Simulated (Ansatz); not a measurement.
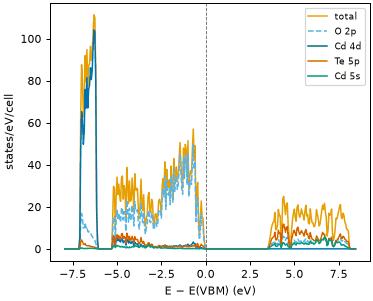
Figure: Total and projected density of states of CdTeO₃ in space group P2_1/c (No. 14; Pearson symbol mP40), DFT-r²SCAN in the program Ansatz with PAW potentials

Which orbitals carry the states next to the gap?

Top 1 eV of the valence band: O 2p 84 %. Bottom 1 eV of the conduction band: Te 5p 46 %, O 2p 23 %, Cd 5s 13 %, O 2s 9 %, outside the projected shells 7 %. Projections are on Löwdin-orthogonalised atomic valence shells; empty p or d shells of many metals are not among them.

Where is the tallest occupied peak in this window, and what makes it?

Near -6.3 eV, about 110 states/eV per cell; the largest projected share is Cd 4d.

The first step of the workflow began from a Materials Project structure, measured or hypothetical; the Crystallography Open Database copy checked does not list it. COD files the formula under space group No. 62. Its standing as an ambient phase is unchecked. Symmetry was held in the r²SCAN relaxation; whether a distortion lowers the energy is not shown. Scalar-relativistic: spin–orbit coupling is off unless named, which matters more the heavier the elements.

Potentials: the later of the program's two PAW sets.
